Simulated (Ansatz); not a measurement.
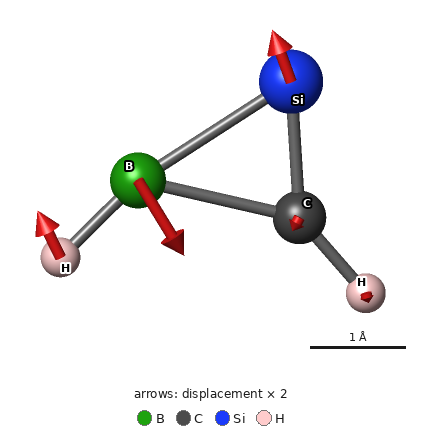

This is a relaxation of CH$_{2}$BSi (multiplicity 2). The starting structure is drawn; red arrows show the displacements, magnified 2 times. The two geometries are superimposed by the best rigid fit.

Style: ball-and-stick. Shown at a tilt.

It is one of the separated reactants of a reaction.

These are results of UKS PBE-D4/def2-SVP (Ansatz), not measurements.

Input
```yaml
crystal:
  periodic: [false, false, false]
  atoms:
    - {symbol: B, position_ang: [0.683679, 0.618953, 0.384167]}
    - {symbol: C, position_ang: [-0.549856, -0.542005, -0.127773]}
    - {symbol: Si, position_ang: [-0.367483, -0.698946, 1.301376]}
    - {symbol: H, position_ang: [-1.110144, -0.919795, -0.972157]}
    - {symbol: H, position_ang: [1.192284, 1.329968, -0.363014]}
basis:
  gaussian: {orbitals: def2-SVP}
magnetization: {spin_polarized: true, initial_magnetization: 1}
hamiltonian: {xc: pbe, dispersion: d4}
relax: {f_tol: 0.03, max_steps: 250}
```

Run as
```bash
ansatz run in.yaml --threads 2 --pin off --events-out ev --progress --plain --max-ram 4352MiB
```

### Which element moves most?

Boron: up to 0.48 Å, against 0.30 Å for silicon.

### What happened in the run?

Over 10 geometry steps the energy falls by 72.5 kcal/mol. The largest force component goes from 18 to 0.01 eV/Å. The largest move after the best rigid fit is that of B1, 0.48 Å. Largest moves by element: B 0.48 Å, Si 0.30 Å, H 0.28 Å, C 0.08 Å. Near-neighbour distances that change, for instance: C2–Si3 1.449 → 1.804 Å, B1–C2 1.770 → 1.436 Å, B1–Si3 1.919 → 2.131 Å, B1–H5 1.150 → 1.201 Å. Among the angles between lasting bonds that change: C2–B1–H5 121.7° → 169.4°, Si3–B1–H5 167.8° → 133.8°, B1–Si3–C2 61.5° → 41.8°. Cost: 7 s on 2 threads of Intel Xeon 6975P-C (shared host).
